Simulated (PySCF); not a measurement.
**Frequency calculation of MoO2Cl**

MoO2Cl, multiplicity 2, computed with UKS-based PBE0, Mo def2-TZVP with ECP28, O def2-TZVP, Cl def2-TZVP; non-relativistic Hamiltonian with a scalar-relativistic core potential; density fitting (PySCF 2.14.0).

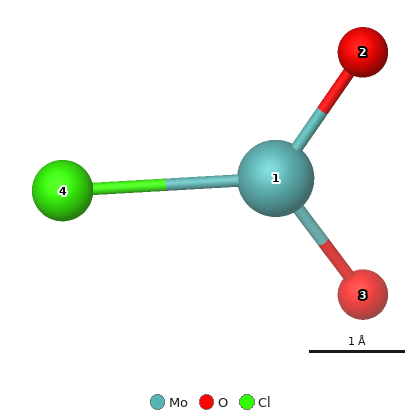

Fig. 1: The structure (ball-and-stick view, seen at a tilt; atoms are numbered from 1 in the order of the input). Sticks mark near contacts. Bond lengths as drawn: Cl–Mo 2.26 Å and Mo–O 1.68 Å.

**The input**
```python
from pyscf import gto, scf, dft
mol = gto.M(atom='''
Mo     0.000000     0.000000    -0.300454
O      1.397608     0.000000    -1.227319
O     -1.397608     0.000000    -1.227319
Cl     0.000000     0.000000     1.964542''',
    basis={'Mo': 'def2-TZVP', 'O': 'def2-TZVP', 'Cl': 'def2-TZVP'},
    ecp={'Mo': 'def2-TZVP'},
    charge=0, spin=1)
mf = dft.UKS(mol, xc='PBE0')
mf.grids.atom_grid = (75, 302)
aux = {'Mo': 'def2-universal-JKFIT', 'O': 'def2-universal-JKFIT', 'Cl': 'def2-universal-JKFIT'}
mf = mf.density_fit(auxbasis=aux)
mf.conv_tol = 1e-09
mf.diis_space = 10
mf.max_cycle = 60
mf.verbose = 4
mf.kernel()
```

The script is an equivalent of the set-up of the self-consistent field. The run itself was carried out by a driver, which started from the orbitals of the step before it where there was one and computed the further properties.

Machine: 4 threads of Arm Neoverse V2, 24 GiB of memory available, shared host.

Command:
```bash
OMP_NUM_THREADS=4 python axn.py task.json out
```

**Output**
```
init E= -678.720775446957
  alpha nocc = 24  HOMO = -0.288850698851253  LUMO = -0.137215741109139
  beta  nocc = 23  HOMO = -0.358095733193912  LUMO = -0.145213593651832
  HOMO = -0.288850698851  LUMO = -0.145213593652  gap/eV = 3.90856
cycle= 1 E= -678.720775443702  delta_E= 3.25e-09  |g|= 9.62e-05  |ddm|= 5.84e-05
  alpha nocc = 24  HOMO = -0.288850136110653  LUMO = -0.13721606466011
  beta  nocc = 23  HOMO = -0.358091383517456  LUMO = -0.14521354574852
  HOMO = -0.288850136111  LUMO = -0.145213545749  gap/eV = 3.90855
cycle= 2 E= -678.720775406873  delta_E= 3.68e-08  |g|= 0.000323  |ddm|= 0.000195
  alpha nocc = 24  HOMO = -0.288849718315744  LUMO = -0.137215067976916
  beta  nocc = 23  HOMO = -0.358093989633559  LUMO = -0.145212692849916
  HOMO = -0.288849718316  LUMO = -0.14521269285  gap/eV = 3.90856
cycle= 3 E= -678.720775447278  delta_E= -4.04e-08  |g|= 4.68e-06  |ddm|= 0.00015
  alpha nocc = 24  HOMO = -0.288850338999835  LUMO = -0.137215578779095
  beta  nocc = 23  HOMO = -0.358094461456878  LUMO = -0.145213288994802
  HOMO = -0.288850339  LUMO = -0.145213288995  gap/eV = 3.90856
cycle= 4 E= -678.720775447288  delta_E= -1.03e-11  |g|= 1.31e-06  |ddm|= 3.82e-06
  alpha nocc = 24  HOMO = -0.288850149957652  LUMO = -0.137215260969576
  beta  nocc = 23  HOMO = -0.358094784199224  LUMO = -0.145212995606209
  HOMO = -0.288850149958  LUMO = -0.145212995606  gap/eV = 3.90857
Extra cycle  E= -678.720775447284  delta_E= 4.32e-12  |g|= 4.38e-06  |ddm|= 2.51e-06
converged SCF energy = -678.720775447284  <S^2> = 0.76155613  2S+1 = 2.0115229
```

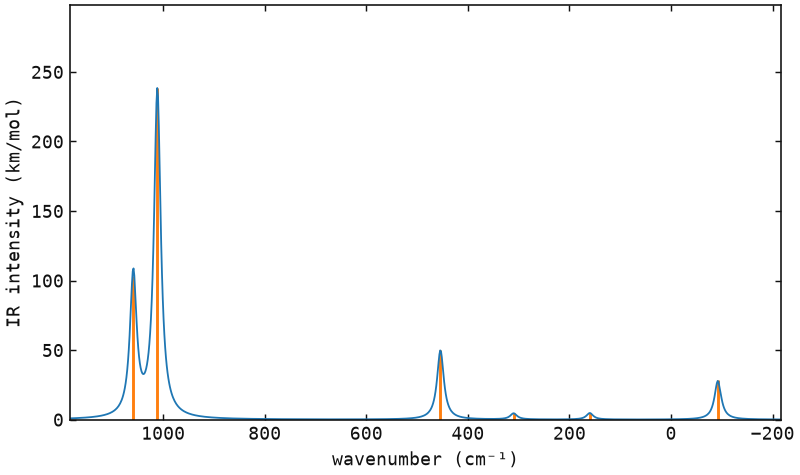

Fig. 2: Harmonic infrared spectrum, unscaled: sticks (degenerate modes added up, dark ones marked on the axis) with a Lorentzian envelope of 16 cm⁻¹ full width, scaled to the tallest stick; imaginary modes are drawn at negative wavenumbers. 6 modes from 92i to 1059 cm⁻¹, 1 imaginary beyond 8i (92i cm⁻¹): not a clean minimum; so soft a mode can be a shallow saddle, an incomplete relaxation or noise of the force constants. The strongest line is at 1011 cm⁻¹ (238 km/mol). All modes, in cm⁻¹ (km/mol): 92i (28), 160 (4.7), 310 (4.4), 454 (50), 1011 (238), 1059 (104).

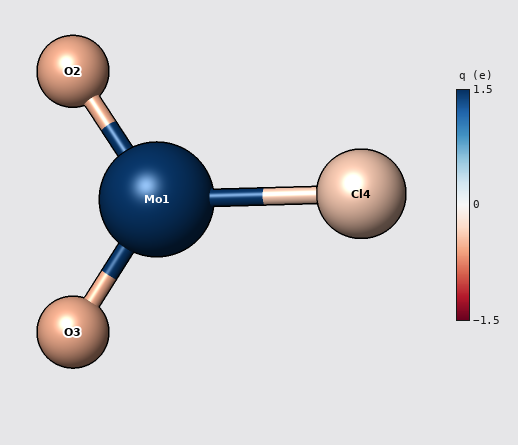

Fig. 3: Mulliken charges, as the colour of each atom (ball-and-stick view, seen at an oblique angle; atoms are numbered from 1 in the order of the input). By element: Mo +1.45, O −0.54 and Cl −0.38 e.

**Summary**

| quantity | value |
| --- | --- |
| outcome | converged |
| total energy | −678.720775 hartree |
| ⟨S²⟩ | 0.762 |
| zero-point energy | 0.006821 hartree |
| dipole moment | 1.30 D |
| wavenumbers, lowest and highest | 92i and 1059 cm⁻¹ |
| wall time | 59 s (CPU time 3.2 min) |
| peak memory | 1.5 GiB |
